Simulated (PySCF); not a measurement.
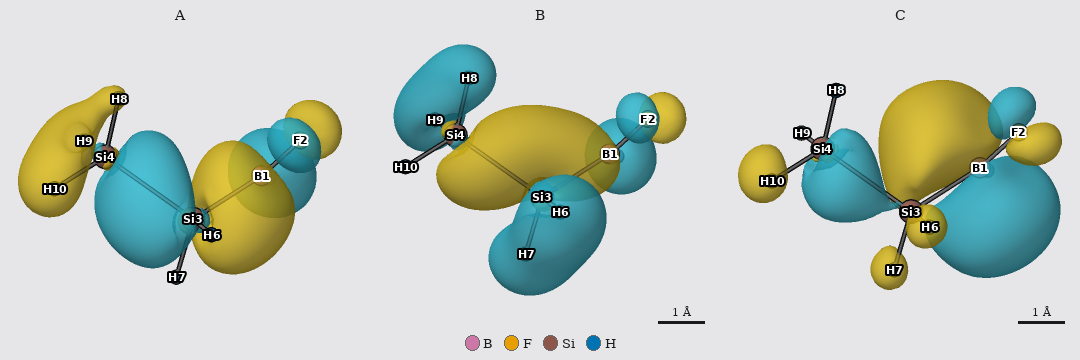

BFH6Si2. Three frontier orbitals at ±0.08 Å⁻³ᐟ² (yellow and cyan are the two phases), in no order.

Geometry: B3LYP/6-31G*.

All numbers below come from Gaussian-basis quantum chemistry of an isolated molecule with PySCF, energy and nuclear gradient, functional PBE0 (PySCF).

```yaml
atoms:
  - { symbol: B, position_ang: [-1.1468, -0.2761, 1.1573] }
  - { symbol: F, position_ang: [-2.4652, -0.4314, 1.1194] }
  - { symbol: Si, position_ang: [-0.0185, -0.9036, -0.4177] }
  - { symbol: Si, position_ang: [0.2144, 0.8325, -2.0000] }
  - { symbol: H, position_ang: [-0.6966, 0.2716, 2.1266] }
  - { symbol: H, position_ang: [-0.6297, -2.0800, -1.1030] }
  - { symbol: H, position_ang: [1.3486, -1.2908, 0.0384] }
  - { symbol: H, position_ang: [-1.1162, 1.2434, -2.5282] }
  - { symbol: H, position_ang: [0.8534, 2.0262, -1.3787] }
  - { symbol: H, position_ang: [1.0588, 0.3922, -3.1447] }
```

**Order the three orbitals by energy and name them.**

B is the HOMO−1 (−8.73 eV). It lies mainly on Si3 (about 35 %), Si4 (about 20 %), B1 (about 10 %), H6 (about 10 %) and H7 (about 5 %). A is the HOMO (−7.98 eV). It lies mainly on Si3 (about 30 %), B1 (about 20 %), Si4 (about 20 %), F2 (about 10 %) and H5 (about 10 %). C is the LUMO (−1.95 eV). By Hirshfeld shares it lies mainly on B1 (about 50 %), Si3 (about 20 %), Si4 (about 10 %), F2 (about 10 %) and H5 (about 5 %).

**What is the HOMO–LUMO gap?**

6.03 eV between the orbital energies.
